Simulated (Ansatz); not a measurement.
Rutile SnO2 was calculated with r²SCAN+rVV10 (Ansatz, an electronic-structure program, plane waves, PAW).

Settings: plane-wave cutoff 560 eV, 8×8×10 k mesh (along the axes of the cell as run), Fermi–Dirac smearing 0.01 eV, scalar-relativistic PAW data made under PBE.

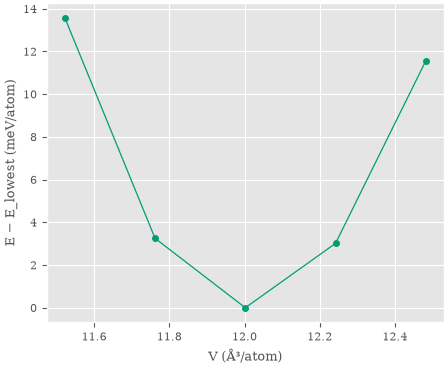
Fig. 1. Total energy against volume

Task: From the curve, estimate the equilibrium volume and the bulk modulus.

Result: V0 ≈ 12.0 Å³/atom and B0 ≈ 210 GPa; the fit gives V0 = 12.002 Å³/atom, B0 = 209 GPa, B′ = 5.2.

Shape and atoms are relaxed at each volume.

Measured, for comparison: bulk modulus 212 GPa (temperature not stated, no zero-point or thermal correction, from measured elastic constants; as tabulated in Toher et al. (2017), arXiv:1611.05714). Computed (rounded) less measured: bulk modulus -1 %.

Note: the bulk modulus comes from volumes at which shape and atoms were relaxed.

Spin–orbit coupling is not included.

The computed numbers hold no vibrational or temperature effects.
